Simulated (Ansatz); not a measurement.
## ZnCu (CsCl type): scan of one atom of the cell

Starting cell, ZnCu (CsCl type):

```
CELL_PARAMETERS angstrom
      5.81657     0.00000     0.00000
      0.00000     2.90828     0.00000
      0.00000     0.00000     2.90828
ATOMIC_POSITIONS crystal
  Zn 0.00000 0.00000 0.00000
  Zn 0.50000 0.00000 0.00000
  Cu 0.25000 0.50000 0.50000
  Cu 0.75000 0.50000 0.50000
```

Scan: atom 3 (Cu, nearest neighbour Zn at 2.519 Å; its periodic images, 2.9 Å or more away, move with it) is displaced along Cartesian x, direction (1.000, 0.000, 0.000) in Cartesian axes, by s. The other atoms stay.

Calculation: PBEsol (plane waves to 420 eV, PAW, scalar-relativistic; Ansatz, a program for electronic structure). k mesh 7×13×13 (Γ-centred), Fermi-Dirac smearing 0.05 eV. Energies are smeared free energies. With partly filled bands, energies and forces of such displacements shift with the k mesh and the smearing. F∥ is the force on the atom along that direction. ZnCu is run without spin polarisation. ZnCu was relaxed with its symmetry unable to fall. The zero of ΔE is the undisplaced structure.

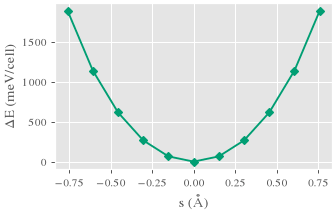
ΔE (meV/cell) against s (Å); computed points joined by lines.

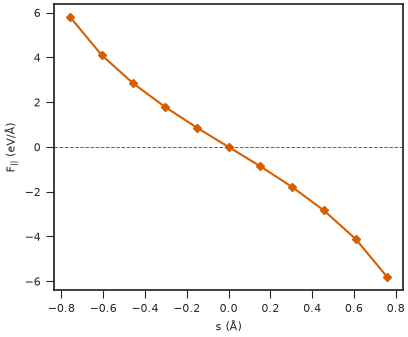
F∥ (eV/Å) against s (Å); computed points joined by lines.

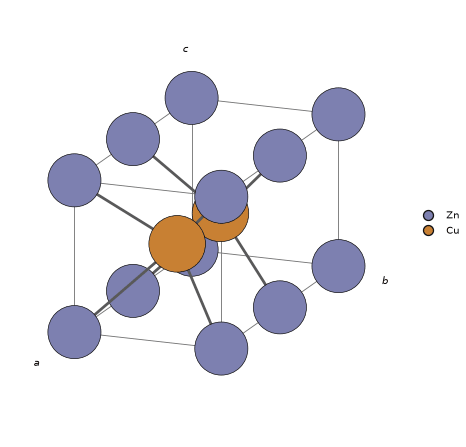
Fig. 1. The cell of the calculation at s = 0.760 Å.

The energy at s = 0.760 Å is 1887 meV/cell and the force constant k = d²E/ds² at s = 0 (finite differences) is 5.63 eV/Å². Symmetry of the curve: even: the same for both signs. Shape of the curve: a single well with its minimum at or next to zero displacement. Harmonic estimate at the end of the scan: ½ks² = 1625 meV/cell against the computed 1887 meV/cell, so the well is stiffer than harmonic there.

With its periodic images moving along, the atom's site symmetry in this cell is 4/mmm.

(A displaced cell: forces are minus the slopes of the energy, force constants its curvatures, and phonons follow from these.)
